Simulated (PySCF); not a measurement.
# Si₃NH₉: a tour of settings, part 2 of 2

PySCF 2.14.0. Atoms count from 0. Earlier steps stand in the parts before.

### Step 4. NMR shieldings: OLYP/pcSseg-1

The job: settings as JSON, then the geometry in Å.

```
{"job": {"kind": "nmr", "xc": "OLYP", "basis": "pcSseg-1", "pop": true, "scf": {"aux": "sto-3g", "max_cycle": 54}}, "charge": 0, "multiplicity": 1}
N     -1.839208     0.904447    -0.181386
Si    -1.553894    -0.798583    -0.260785
Si     0.732853    -1.016953    -0.503685
Si     2.039776     0.791195     0.111615
H     -1.454283     1.502289    -0.894956
H     -2.762329     1.228758     0.058048
H     -2.334532    -1.476161    -1.317159
H     -2.112093    -1.284161     1.005745
H      1.050653    -1.368773    -1.902168
H      1.175638    -2.216136     0.230020
H      1.699187     1.292265     1.445521
H      3.480340     0.518180     0.137778
H      1.873503     1.924117    -0.807563
```

With the program's defaults for keys left out, this is: GIAO OLYP/pcSseg-1 NMR shielding, non-relativistic, gas phase.

The log of the run:

```text
final grid: 95120 points
cycle   1  E = -933.9836694479  dE = -6.585e-01  |g| = 4.029e-01  |ddm| = 3.516e+00
cycle   2  E = -934.0113323223  dE = -2.766e-02  |g| = 3.157e-01  |ddm| = 7.746e-01
cycle   3  E = -934.0349753535  dE = -2.364e-02  |g| = 1.189e-01  |ddm| = 4.433e-01
cycle   4  E = -934.0383357303  dE = -3.360e-03  |g| = 3.585e-02  |ddm| = 1.590e-01
cycle   5  E = -934.0387285188  dE = -3.928e-04  |g| = 5.740e-03  |ddm| = 5.609e-02
cycle   6  E = -934.0387385329  dE = -1.001e-05  |g| = 9.766e-04  |ddm| = 8.179e-03
cycle   7  E = -934.0387387596  dE = -2.267e-07  |g| = 2.226e-04  |ddm| = 1.338e-03
cycle   8  E = -934.0387387746  dE = -1.501e-08  |g| = 5.434e-05  |ddm| = 3.895e-04
cycle   9  E = -934.0387387755  dE = -9.195e-10  |g| = 8.656e-06  |ddm| = 9.507e-05
converged SCF energy = -934.0387387755

GIAO shielding tensors (ppm)
atom      isotropic    diamagn.    paramagn.     s11        s22        s33       span
  0 N      217.253     319.311    -102.057    194.032    211.985    245.743     51.711
  1 Si     472.521     877.551    -405.030    448.650    466.690    502.223     53.572
  2 Si     498.035     878.221    -380.185    488.539    490.425    515.142     26.604
  3 Si     490.487     875.222    -384.735    475.352    483.626    512.483     37.131
  4 H       37.553      42.058      -4.506     31.486     37.805     43.367     11.882
  5 H       36.731      36.975      -0.244     30.280     35.397     44.516     14.236
  6 H       31.019      32.314      -1.296     27.053     28.557     37.447     10.395
  7 H       31.800      34.255      -2.455     28.611     29.459     37.329      8.718
  8 H       32.899      35.116      -2.218     29.775     30.383     38.537      8.762
  9 H       32.899      35.185      -2.287     29.596     30.411     38.689      9.093
 10 H       32.606      35.990      -3.384     29.255     30.839     37.724      8.470
 11 H       32.424      32.837      -0.413     29.176     29.841     38.256      9.079
 12 H       32.567      35.468      -2.901     29.313     30.813     37.576      8.263
```

Wall time 7.9 s (1 thread of Intel Xeon Platinum 8375C at 2.90GHz, shared host); peak memory 0.47 GiB.

It converged, yet the result is unsound: the fitting basis sto-3g is not made for Coulomb and exchange fitting here. Its shieldings differ from those of step 2 (PBE0/pcSseg-1) by up to 75 ppm (Si1).

### Step 5. Nuclear shieldings: PBE/pcSseg-1

Same as in step 4 but for these lines:

```diff
@@ -1,2 +1,2 @@
-{"job": {"kind": "nmr", "xc": "OLYP", "basis": "pcSseg-1", "pop": true, "scf": {"aux": "sto-3g", "max_cycle": 54}}, "charge": 0, "multiplicity": 1}
+{"job": {"kind": "nmr", "xc": "PBE", "basis": "pcSseg-1", "pop": false}, "charge": 0, "multiplicity": 1}
 N     -1.839208     0.904447    -0.181386
```

With the program's defaults for keys left out, this is: GIAO PBE/pcSseg-1 NMR shielding, non-relativistic, gas phase.

The log of the run:

```text
coarse grid: 11520 points
cycle   1  E = -927.9936729543  dE = -3.354e-02  |g| = 5.311e-01  |ddm| = 3.154e+00
cycle   2  E = -927.8079680354  dE =  1.857e-01  |g| = 1.028e+00  |ddm| = 1.970e+00
cycle   3  E = -928.0540733878  dE = -2.461e-01  |g| = 9.526e-02  |ddm| = 1.648e+00
cycle   4  E = -928.0569583637  dE = -2.885e-03  |g| = 1.777e-02  |ddm| = 1.846e-01
cycle   5  E = -928.0570644404  dE = -1.061e-04  |g| = 8.758e-03  |ddm| = 5.044e-02
cycle   6  E = -928.0570957390  dE = -3.130e-05  |g| = 1.596e-03  |ddm| = 1.639e-02
cycle   7  E = -928.0570963052  dE = -5.663e-07  |g| = 2.912e-04  |ddm| = 2.429e-03
final grid: 95120 points
cycle   8  E = -928.0806420111  dE = -5.074e-06  |g| = 9.810e-03  |ddm| = 1.920e-02
cycle   9  E = -928.0805864221  dE =  5.559e-05  |g| = 1.870e-02  |ddm| = 2.748e-02
cycle  10  E = -928.0806609819  dE = -7.456e-05  |g| = 1.133e-03  |ddm| = 1.974e-02
cycle  11  E = -928.0806612600  dE = -2.781e-07  |g| = 2.135e-04  |ddm| = 1.708e-03
cycle  12  E = -928.0806612774  dE = -1.737e-08  |g| = 3.627e-05  |ddm| = 3.819e-04
cycle  13  E = -928.0806612778  dE = -4.416e-10  |g| = 5.965e-06  |ddm| = 6.624e-05
converged SCF energy = -928.0806612778

GIAO shielding tensors (ppm)
atom      isotropic    diamagn.    paramagn.     s11        s22        s33       span
  0 N      261.721     315.751     -54.031    221.741    254.206    309.216     87.474
  1 Si     382.708     880.105    -497.397    333.050    357.374    457.701    124.651
  2 Si     469.588     882.379    -412.791    444.152    473.076    491.535     47.383
  3 Si     455.409     881.030    -425.621    442.251    453.377    470.597     28.346
  4 H       32.116      32.549      -0.433     24.813     29.908     41.626     16.813
  5 H       31.821      29.713       2.108     23.525     27.622     44.317     20.792
  6 H       25.978      28.275      -2.297     21.825     24.318     31.792      9.968
  7 H       26.495      29.181      -2.686     23.630     24.807     31.047      7.416
  8 H       28.135      29.620      -1.485     24.668     25.805     33.932      9.264
  9 H       28.215      29.542      -1.326     24.638     25.898     34.111      9.473
 10 H       27.999      29.476      -1.477     24.360     26.224     33.411      9.051
 11 H       28.003      28.689      -0.686     24.636     25.426     33.946      9.309
 12 H       28.098      29.604      -1.507     24.678     26.390     33.225      8.547
```

Run time: 14 s. Hardware: 1 thread of Intel Xeon Platinum 8375C at 2.90GHz, shared host; peak memory 0.66 GiB.

In short: δ N0 5.6, Si1 -52.2, Si3 -124.9, Si2 -139.0, H6 5.40, H10 3.61 ppm (means over like atoms).

### Step 6. Ultraviolet spectrum: OLYP/IGLO-III

Same as in step 5 but for these lines:

```diff
@@ -1,2 +1,2 @@
-{"job": {"kind": "nmr", "xc": "PBE", "basis": "pcSseg-1", "pop": false}, "charge": 0, "multiplicity": 1}
+{"job": {"kind": "uv", "xc": "OLYP", "basis": "IGLO-III", "nstates": 3, "ntriplets": 5, "tda": true, "grid": 4}, "charge": 0, "multiplicity": 1}
 N     -1.839208     0.904447    -0.181386
```

With the program's defaults for keys left out, this is: TDA OLYP/IGLO-III, vertical, gas phase, core orbitals frozen in the response.

The log of the run:

```text
coarse grid: 11520 points
cycle   1  E = -928.5831735409  dE = -1.070e-01  |g| = 5.577e-01  |ddm| = 2.516e+00
cycle   2  E = -928.3906061787  dE =  1.926e-01  |g| = 1.048e+00  |ddm| = 1.083e+00
cycle   3  E = -928.6464078823  dE = -2.558e-01  |g| = 1.102e-01  |ddm| = 8.214e-01
cycle   4  E = -928.6497128591  dE = -3.305e-03  |g| = 2.947e-02  |ddm| = 1.173e-01
cycle   5  E = -928.6499698827  dE = -2.570e-04  |g| = 1.099e-02  |ddm| = 3.579e-02
cycle   6  E = -928.6500116108  dE = -4.173e-05  |g| = 2.365e-03  |ddm| = 1.422e-02
cycle   7  E = -928.6500129588  dE = -1.348e-06  |g| = 5.232e-04  |ddm| = 2.612e-03
final grid: 256008 points
cycle   8  E = -928.6632435035  dE = -2.099e-04  |g| = 1.044e-02  |ddm| = 4.521e-02
cycle   9  E = -928.6632272100  dE =  1.629e-05  |g| = 1.137e-02  |ddm| = 9.497e-03
cycle  10  E = -928.6632477882  dE = -2.058e-05  |g| = 4.685e-03  |ddm| = 8.562e-03
cycle  11  E = -928.6632524220  dE = -4.634e-06  |g| = 3.855e-04  |ddm| = 2.666e-03
cycle  12  E = -928.6632524477  dE = -2.574e-08  |g| = 1.907e-04  |ddm| = 5.584e-04
cycle  13  E = -928.6632524611  dE = -1.340e-08  |g| = 2.593e-05  |ddm| = 2.215e-04
cycle  14  E = -928.6632524613  dE = -1.912e-10  |g| = 3.345e-06  |ddm| = 2.543e-05
converged SCF energy = -928.6632524613

Static polarisability (au): isotropic 96.369, principal 79.380 92.145 117.583

Singlet excitations
state   eV       nm        f      main configurations
  1   4.7071    263.4   0.00137   H->L 0.99
  2   5.3083    233.6   0.00662   H->L+1 0.97
  3   5.7993    213.8   0.00606   H->L+2 0.93

Triplet excitations (Tamm-Dancoff, eV): 4.5063 5.1071 5.4739 5.6558 5.8971
```

It took 50 s on 1 thread of Intel Xeon Platinum 8375C at 2.90GHz, shared host; peak memory 0.75 GiB.

This run: HOMO -5.86 eV, LUMO -1.24 eV; lowest singlet 4.71 eV.

### Step 7. Comparing the runs: NMR shifts

Shifts (ppm) of some atoms, chosen among heavy atoms and hydrogens apart, means over like atoms, with basis size and wall time:

```
          run    H6    H8     H4   N0    Si1     Si3     Si2  functions  time
PBE0/pcSseg-1  5.14  3.36  -0.23  1.8  -48.9  -117.1  -132.3        134  16 s
 PBE/pcSseg-1  5.40  3.46  -0.33  5.6  -52.2  -124.9  -139.0        134  14 s
```

### Step 8. Side by side: electronic excitations

Excitations and ground-state properties, with basis size and wall time:

```
           run  lowest singlet (eV)  brightest (eV)      f  gap (eV)  α (Å³)  μ (D)  functions  time
PBE0/def2-SVPD                 5.43            6.59  0.105      6.73   14.41   1.19        164  17 s
 OLYP/IGLO-III                 4.71            5.31  0.007      4.62   14.28   1.19        257  50 s
```

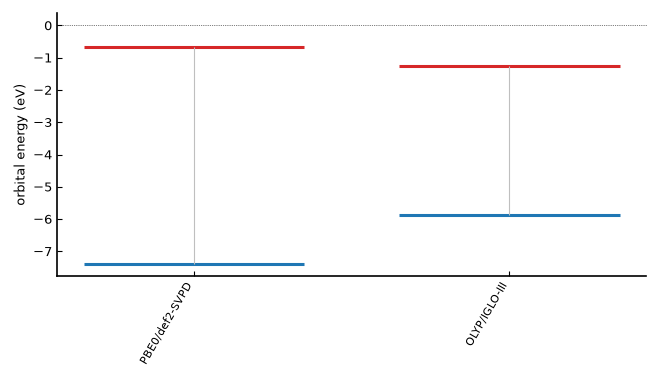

HOMO (blue) and LUMO (red) run by run.

### Step 9. Outcome

What follows sums up all 2 parts.

| quantity | value |
| --- | --- |
| 1H shifts against TMS (PBE0/pcSseg-1, means over atoms taken as alike) | 5.14, 3.55, 3.36, -0.23 ppm |
| 15N shifts against NH3 (PBE0/pcSseg-1) | 1.8 ppm |
| 29Si shifts against TMS (PBE0/pcSseg-1) | -48.9, -117.1, -132.3 ppm |
| potential on the surface of density 0.002 e/bohr³, 1st and 99th percentile | -1.17 V and 1.53 V |
| lowest singlet (PBE0/def2-SVPD) | 5.43 eV (229 nm), f = 0.004 |
| brightest single state of those computed | state 3, 6.59 eV, f = 0.105 |
| lowest triplet | 5.11 eV |
| range of the shift of Si3 | -124.9 to -117.1 ppm |
| range of the lowest singlet | 4.71 to 5.43 eV |
| property runs in this session | 5, of which 0 failed and 1 gave unsound results |

Single values in the summary come from the first sound run of each kind (PBE0/pcSseg-1; PBE0/def2-SVPD), which need not be the best level. At PBE0/pcSseg-1: The largest span, 117 ppm, is at Si1, where the paramagnetic term is -481 ppm. By nearest atom (PBE0/pcSseg-1), the HOMO sits on N0 56 %; H6 16 % and the LUMO on Si1, Si2 about 16 % each; Si3 10 %. The first singlet state (HOMO→LUMO 0.98) lies at 5.43 eV and is weak; of the 6 states computed, the strongest absorption comes from state 3 at 6.59 eV. The lowest triplet lies 0.32 eV below the lowest singlet (triplets in Tamm-Dancoff, singlets in full TDDFT). In ppm, Si3 moves most: its shift spreads over 7.7 ppm, from -124.9 (PBE/pcSseg-1) to -117.1 (PBE0/pcSseg-1). The lowest singlet runs from 4.71 eV (OLYP/IGLO-III) to 5.43 eV (PBE0/def2-SVPD), while the orbital gap spans 4.62 to 6.73 eV. Some runs use the Tamm-Dancoff approximation and others full TDDFT, which shifts states apart from functional and basis. The lowest state need not be the same one in every run. The runs solved for a few states only, so the brightest column depends on that window.
